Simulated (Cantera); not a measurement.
Charge: 1 mol Ta(OEt)5, a varied amount of O2, held at 2252 °C and 101000 Pa.

Equilibrium computed with Cantera from the NASA thermochemical tables; the gas is ideal and each condensed phase is pure. Candidate condensed phases: C, C6H6, C7H8, C8H18, H2O, Ta, TaC, Ta2O5; 113 gas species. The feed counts by its element totals alone. Mutual solubility and eutectic melting of coexisting phases are not modelled. TaC: taken at fixed stoichiometry. Condensed phases not in the tables: Ta2C, N, O or C dissolved in the metal. Rates play no part.

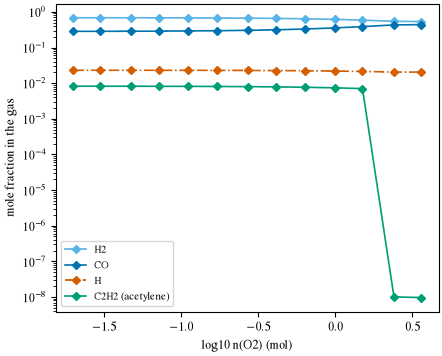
Figure: Equilibrium gas composition (values under 1e-9 drawn at 1e-9)

From 0.02 mol O2 to 1.5 mol O2 the condensed part is C(graphite) + TaC(s). At 2.4 mol O2 the condensed part is Ta(s) + TaC(s). At 3.6 mol O2 the condensed part is Ta(s) + Ta2O5(l).
